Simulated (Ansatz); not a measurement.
# AlNH3 (SMILES [NH2][AlH]): levels of theory compared

Aim: a comparison of 6 runs (U-revPBE/STO-3G, U-wB97M-V/STO-3G, UBHLYP/STO-3G, UBLYP/STO-3G, UCAM-B3LYP/STO-3G, UCCSDT(Q)/STO-3G) of AlNH3. 

The results are computed with Ansatz 0.2.0.

52 further runs of the same task are left out: 52 set aside as unsound or not needed.

## 1. The structure to begin with

AlNH3 has 5 atoms, charge 0, and is taken as a doublet. SMILES: `[NH2][AlH]`. The H4–N1 distance was set to 1.514 Å, away from the relaxed value. At this shape a bond of the SMILES string is far longer than usual.

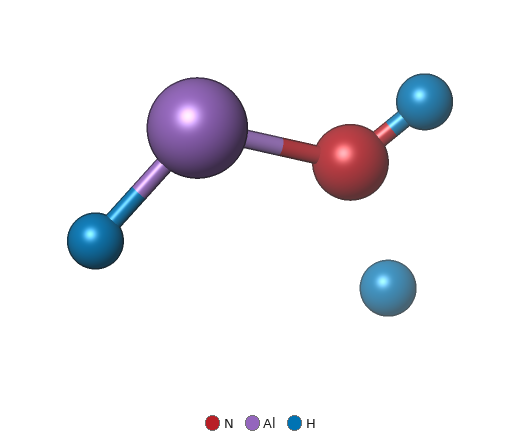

Viewed from a chosen angle; nitrogen red, aluminium purple, hydrogen blue.

## 2. A single-point energy at U-revPBE/STO-3G (run 1)

Contents of job.yaml:

```yaml
crystal:
  periodic: [false, false, false]
  atoms:
    - symbol: "N"
      position_ang: [0.330257, -0.599799, 0.401353]
    - symbol: Al
      position_ang: [1.283457, 0.894901, 0.347053]
    - symbol: H
      position_ang: [0.595357, -1.444299, 0.881753]
    - symbol: H
      position_ang: [-1.010300, -0.782800, -0.277400]
    - symbol: H
      position_ang: [0.638657, 2.102401, -0.489147]
basis:
  gaussian: {orbitals: STO-3G}
magnetization: {spin_polarized: true, initial_magnetization: 1}
hamiltonian: {xc: {name: revPBE}}
accuracy: high
```

Run with:

```bash
$ ansatz run job.yaml --threads 1 --pin off --max-ram 2610MiB --events-out events.jsonl --progress --plain --runs-dir runs
```

Standard output:

```text
Warning: RAYON_NUM_THREADS=1 ignored (pool sized by the plan → 1); use --threads N
Functional definition: revPBE
  name "revPBE"
  parameter kappa = 1.245
  parameter beta = 0.06672455060314922
  exchange = pbe_x(kappa = kappa, mu = beta*pi^2/3)
  correlation = pbe_c(beta = beta)
288 factors; integrals over basis functions are off by at most 1.5e-8 eV
mean field evaluation 1: about -8023.4464 eV, gradient 2.8e1 eV
mean field evaluation 2: about -7950.3763 eV, gradient 8.9e1 eV
mean field evaluation 4: about -8029.9228 eV, gradient 6.9e0 eV
mean field evaluation 8: about -8030.3374 eV, gradient 2.1e-1 eV
mean field evaluation 16: about -8030.3379 eV, gradient 2.4e-5 eV
mean field -8030.33787403 eV, -295.1094737119 hartree, gradient 2.2e-8 eV, S^2 0.758266; 0 other end points of the search recorded, 0 dependent functions left out
reference -8030.33787651 eV, -295.1094738031 hartree; 12, 11 occupied and 5, 6 virtual orbitals, 288 factors
Total energy: -8030.33787651 eV, -295.1094738031 hartree
```

Run time: 1.8 s. Hardware: 1 thread of Intel Xeon Platinum 8259CL at 2.50GHz (Skylake/Cascade Lake), shared host; peak memory 0.14 GiB.

## 3. A single-point energy at U-wB97M-V/STO-3G (run 2)

Contents of input.yaml:

```yaml
crystal:
  periodic: [false, false, false]
  atoms:
    - {symbol: "N", position_ang: [0.330257, -0.599799, 0.401353]}
    - {symbol: Al, position_ang: [1.283457, 0.894901, 0.347053]}
    - {symbol: H, position_ang: [0.595357, -1.444299, 0.881753]}
    - {symbol: H, position_ang: [-1.010300, -0.782800, -0.277400]}
    - {symbol: H, position_ang: [0.638657, 2.102401, -0.489147]}
basis:
  gaussian:
    orbitals: STO-3G
magnetization:
  spin_polarized: true
  initial_magnetization: 1
hamiltonian:
  xc: {name: wB97M-V}
accuracy: high
```

Run with:

```bash
$ ansatz run input.yaml --threads 1 --pin off --max-ram 2610MiB --events-out events.jsonl --progress --plain --runs-dir runs
```

Standard output:

```text
Warning: RAYON_NUM_THREADS=1 ignored (pool sized by the plan → 1); use --threads N
Functional definition: wB97M-V
  name "wB97M-V"
  parameter omega = 0.3/bohr
  parameter cx = 0.15
  parameter cx01 = 1.007
  parameter cx10 = 0.259
  parameter css00 = 0.443
  parameter css04 = -1.437
  parameter css10 = -4.535
  parameter css20 = -3.390
  parameter css43 = 4.278
  parameter cos00 = 1.000
  parameter cos10 = 1.358
  parameter cos20 = 2.924
  parameter cos21 = -8.812
  parameter cos60 = -1.390
  parameter cos61 = 9.142
  parameter b = 6.0
  parameter c = 0.01
  gx(w, u) = 1 - cx + cx01*u + cx10*w
  gss(w, u) = css00 + css04*u^4 + css10*w + css20*w^2 + css43*w^4*u^3
  gos(w, u) = cos00 + cos10*w + (cos20 + cos21*u)*w^2 + (cos60 + cos61*u)*w^6
  exchange = spin_sum(e_x_unif_sr(omega)*gx(b97_w, b97_u_x)) + cx*exact_x_sr(omega) + exact_x_lr(omega)
  correlation = spin_sum(e_c_pw_mod_same_spin*gss(b97_w, b97_u_same))
      + integral(e_c_pw_mod_opposite_spin*gos(b97_w_opposite, b97_u_opposite)) + vv10(b, c)
288 factors; integrals over basis functions are off by at most 1.5e-8 eV
134 factors; integrals over basis functions are off by at most 6.4e-10 eV
mean field evaluation 1: about -8028.6317 eV, gradient 2.0e1 eV
mean field evaluation 2: about -8028.6721 eV, gradient 2.4e1 eV
mean field evaluation 4: about -8032.0872 eV, gradient 9.6e-1 eV
mean field evaluation 8: about -8032.0611 eV, gradient 4.9e-2 eV
mean field evaluation 16: about -8032.0612 eV, gradient 4.3e-5 eV
mean field -8032.06120834 eV, -295.1728050800 hartree, gradient 4.3e-8 eV, S^2 0.759386; 0 other end points of the search recorded, 0 dependent functions left out
reference -8032.06121092 eV, -295.1728051748 hartree; 12, 11 occupied and 5, 6 virtual orbitals, 288 factors
Total energy: -8032.06121092 eV, -295.1728051748 hartree
```

It took 19 s on 1 thread of Intel Xeon Platinum 8259CL at 2.50GHz (Skylake/Cascade Lake), shared host; peak memory 0.49 GiB.

## 4. The energy at UBHLYP/STO-3G (run 3)

Contents of in.yaml:

```yaml
crystal:
  periodic: [false, false, false]
  atoms:
    - {symbol: N, position_ang: [0.330257, -0.599799, 0.401353]}
    - {symbol: Al, position_ang: [1.283457, 0.894901, 0.347053]}
    - {symbol: H, position_ang: [0.595357, -1.444299, 0.881753]}
    - {symbol: H, position_ang: [-1.010300, -0.782800, -0.277400]}
    - {symbol: H, position_ang: [0.638657, 2.102401, -0.489147]}
basis:
  gaussian:
    orbitals: STO-3G
magnetization:
  spin_polarized: true
  initial_magnetization: 1
hamiltonian:
  xc: {name: BHLYP}
accuracy: high
```

Run with:

```bash
$ ansatz run in.yaml --threads 1 --pin off --max-ram 2610MiB --events-out events.jsonl --progress --plain --runs-dir runs
```

Standard output:

```text
Warning: RAYON_NUM_THREADS=1 ignored (pool sized by the plan → 1); use --threads N
Functional definition: BHLYP
  name "BHLYP"
  parameter a = 0.5
  exchange = (1 - a)*b88_x + a*exact_x
  correlation = lyp_c
288 factors; integrals over basis functions are off by at most 1.5e-8 eV
mean field evaluation 1: about -8027.0064 eV, gradient 2.1e1 eV
mean field evaluation 2: about -8023.4840 eV, gradient 3.5e1 eV
mean field evaluation 4: about -8030.9268 eV, gradient 1.1e0 eV
mean field evaluation 8: about -8030.9294 eV, gradient 9.4e-2 eV
mean field evaluation 16: about -8030.9302 eV, gradient 6.5e-5 eV
mean field -8030.93023346 eV, -295.1312425195 hartree, gradient 8.3e-8 eV, S^2 0.787558; 0 other end points of the search recorded, 0 dependent functions left out
reference -8030.93025242 eV, -295.1312432163 hartree; 12, 11 occupied and 5, 6 virtual orbitals, 288 factors
Total energy: -8030.93025242 eV, -295.1312432163 hartree
```

Wall time 1.8 s (1 thread of Intel Xeon Platinum 8259CL at 2.50GHz (Skylake/Cascade Lake), shared host); peak memory 0.14 GiB.

Runs 4 to 5 aren't shown in full; the table further down has their settings and results.

## 5. A single-point energy at UCCSDT(Q)/STO-3G (run 6)

Contents of input.yaml:

```yaml
crystal:
  periodic: [false, false, false]
  atoms:
    - {symbol: N, position_ang: [0.330257, -0.599799, 0.401353]}
    - {symbol: Al, position_ang: [1.283457, 0.894901, 0.347053]}
    - {symbol: H, position_ang: [0.595357, -1.444299, 0.881753]}
    - {symbol: H, position_ang: [-1.010300, -0.782800, -0.277400]}
    - {symbol: H, position_ang: [0.638657, 2.102401, -0.489147]}
basis:
  gaussian: {orbitals: STO-3G}
magnetization: {spin_polarized: true, initial_magnetization: 1}
correlation: {method: ccsdt_q, frozen_orbitals: {Al: 5, H: 0, "N": 1}}
accuracy: high
scf: {omitted_lower_state_checks: [cluster_reference, increment]}
```

Run with:

```bash
$ ansatz run input.yaml --threads 1 --pin off --max-ram 2610MiB --events-out events.jsonl --progress --plain --runs-dir runs
```

Standard output:

```text
Warning: RAYON_NUM_THREADS=1 ignored (pool sized by the plan → 1); use --threads N
[... 12 lines left out ...]
6 core orbitals not correlated: weight in the atoms' cores, before any rotation towards them, 1.000 or more for the frozen orbitals, at most 0.000 for the correlated occupied ones
[... 38 lines left out ...]
Total energy: -8012.44206131 eV, -294.4518147249 hartree
Checks for a lower state left out: cluster_reference, increment
```

Run time: 1 s. Hardware: 1 thread of Intel Xeon Platinum 8259CL at 2.50GHz (Skylake/Cascade Lake), shared host.

## 6. All runs side by side

```tsv
run	level	frozen core orbitals	energy (Eh)	⟨S²⟩	wall time
1	U-revPBE/STO-3G	–	-295.109474	0.758	1.8 s
2	U-wB97M-V/STO-3G	–	-295.172805	0.759	19 s
3	UBHLYP/STO-3G	–	-295.131243	0.788	1.8 s
4	UBLYP/STO-3G	–	-295.124160	0.758	1.9 s
5	UCAM-B3LYP/STO-3G	–	-295.112312	0.768	2.2 s
6	UCCSDT(Q)/STO-3G	6	-294.451815	0.995	1 s
```

## 7. Results

| quantity | value |
| --- | --- |
| run 6: total energy | -294.45181 Eh |
| run 6: correlation energy (6 core orbitals frozen) | -120.2 mEh |
| run 6: ⟨S²⟩ of the reference determinant | 0.995 |
| run 6: T1 diagnostic | 0.055 |

In words: Totals of different functionals can't be ranked against each other. In runs 1, 2, 3, 4, 5, 6 the basis is minimal, so the values are rough. Spin contamination of the reference: run 6 ⟨S²⟩ = 1.00. All runs together took 27 s, the longest 19 s.
